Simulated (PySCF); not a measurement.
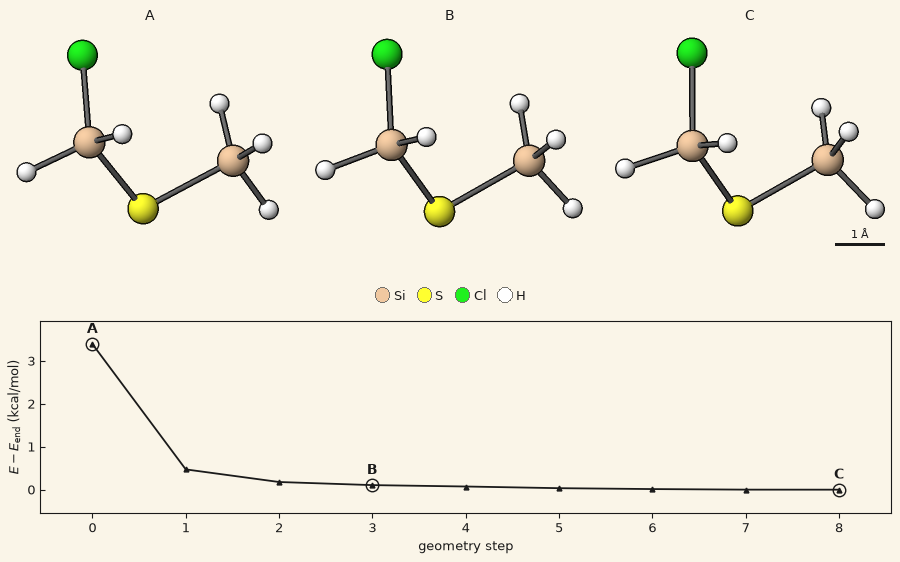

Frames of a relaxation of Si$_{2}$H$_{5}$SCl, marked on the history of the run. A ball-and-stick model, seen at a tilt.

The start comes from GFN2-xTB.

Method: PBE0-D3(BJ)/def2-SVP geometry optimisation, gas phase in PySCF. 

**Describe the path.**

The atom that moves furthest after the best rigid fit is an H atom (0.37 Å). Largest moves by element: H 0.37 Å, Cl 0.23 Å, S 0.20 Å, Si 0.11 Å. Among the contacts that change: Cl–Si 2.012 → 2.072 Å, H–Si 1.451 → 1.489 Å, S–Si 2.143 → 2.131 Å, S–Si 2.156 → 2.162 Å. Among the angles between lasting bonds that change: Si–S–Si 105.2° → 98.6°, S–Si–H 102.3° → 105.7°, S–Si–H 103.4° → 106.8°. The energy falls by 3.39 kcal/mol in 8 geometry steps. The run took about 30 core-seconds on a shared host. From step 0 to 3: an H atom moves most (0.16 Å), energy −3.29 kcal/mol. From step 3 to 8: an H atom moves most (0.23 Å), energy −0.11 kcal/mol.

```csv
step,"E − E(0), kcal/mol"
0,0.00
1,-2.92
2,-3.21
3,-3.29
4,-3.32
5,-3.36
6,-3.38
7,-3.39
8,-3.39
```
